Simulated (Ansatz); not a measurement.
Crystal: WSe₂, the end point of a relaxation with DFT PBEsol, scalar-relativistic, plane waves, PAW in Ansatz 0.2.0.

Space group P6_3/mmc (No. 194). a = 3.271 Å, b = 3.271 Å, c = 13.224 Å, α = 90.00°, β = 90.00°, γ = 120.00°
```
atom  site  symmetry       x       y       z
   W    2d      -6m2  0.6667  0.3333  0.2500
  Se    4f       3m.  0.3333  0.6667  0.3766
```

Question: What does its first Brillouin zone look like, and which path through it is standard?

Answer: It has a primitive hexagonal lattice (hP; extended symbol hP2). The zone is a hexagonal prism in its combinatorial type: 8 faces (6 with 4 edges, 2 with 6 edges), 18 edges, 12 vertices. Path: Γ–M–K–Γ–A–L–H–A | L–M | H–K.

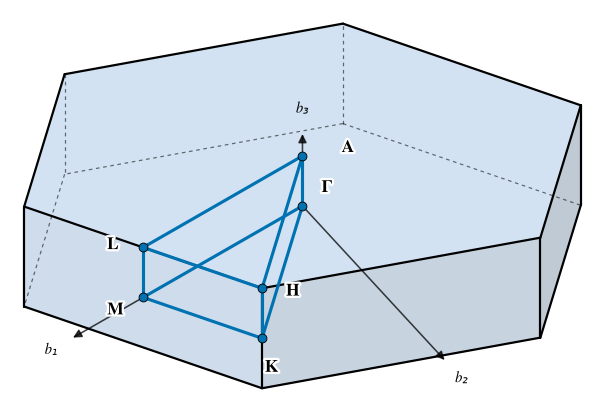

Labels and path follow the convention of Hinuma et al. (2017), as computed by seekpath; the arrows show the directions of the reciprocal primitive vectors b₁, b₂, b₃, in which coordinates are given; lengths include the factor 2π.

| point | k₁ | k₂ | k₃ | length of k (1/Å) |
| --- | --- | --- | --- | --- |
| Γ | 0 | 0 | 0 | 0.000 |
| A | 0 | 0 | 1/2 | 0.238 |
| K | 1/3 | 1/3 | 0 | 1.281 |
| H | 1/3 | 1/3 | 1/2 | 1.303 |
| M | 1/2 | 0 | 0 | 1.109 |
| L | 1/2 | 0 | 1/2 | 1.134 |
